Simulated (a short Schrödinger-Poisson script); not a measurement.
System: symmetric double-gate stack, SiO2 on p-type GaN, at 300 K.

```csv
layer,material,thickness (nm),Na (cm⁻³)
1,SiO2,2.2,-
2,GaN,5,6e16
3,SiO2,2.2,-
```

The device is made up for the run: typed textbook-type constants, with dimensions and the other settings drawn at random. SiO2: permittivity 3.9, conduction-band edge (eV) 3.2, gap (eV) 9, electron mass (mₑ) 0.5. GaN: permittivity 9.5, conduction-band edge (eV) 0, gap (eV) 3.43, Nv at 300 K (cm⁻³) 4.6e19.

Channel valleys (confinement mass, in-plane density-of-states mass, number): Γ 0.2, 0.2, 1. At the gates, both at one voltage, the conduction-band edge of layer 1 lies 3.48 eV − eVg above the Fermi level of the channel. Gaps are held at their typed values at every temperature. Mesh 0.03 nm at interfaces.

From a short Schrödinger-Poisson script (our own, NumPy): 1D Poisson equation in equilibrium, electrons quantum, Hartree (BenDaniel-Duke, 12 states a valley, the channel's in-plane mass for all, wave functions free to enter the dielectric), parabolic valleys, classical holes, full ionisation, no traps, pinning or gate leakage.

Only gate voltages with over 1e8 electrons/cm² are shown.

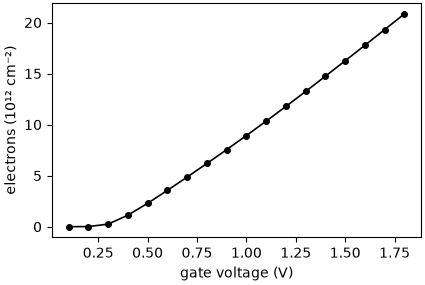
Sheet density against gate voltage

| Vg (V) | electrons (cm⁻²) | C (μF/cm²) | Γ E0 (meV) | Γ E1 (meV) |
|---|---|---|---|---|
| 0.1 | 2.14e8 | < 0.003 | 238.4 | 409.1 |
| 0.3 | 2.50e11 | 0.932 | 54.3 | 224.1 |
| 0.5 | 2.29e12 | 1.97 | -16.3 | 146.6 |
| 0.7 | 4.86e12 | 2.12 | -54.7 | 100.1 |
| 0.9 | 7.55e12 | 2.19 | -87.0 | 59.8 |
| 1.1 | 1.03e13 | 2.29 | -115.0 | 24.5 |
| 1.3 | 1.33e13 | 2.38 | -137.9 | -5.0 |
| 1.5 | 1.63e13 | 2.43 | -157.2 | -30.3 |
| 1.7 | 1.93e13 | 2.46 | -174.7 | -53.3 |

Subbands count from the Fermi level. The capacitance is that of both gates.

In real p-type GaN the Mg acceptor is only partly ionised, and so wide a gap doesn't supply an inversion layer without source and drain.
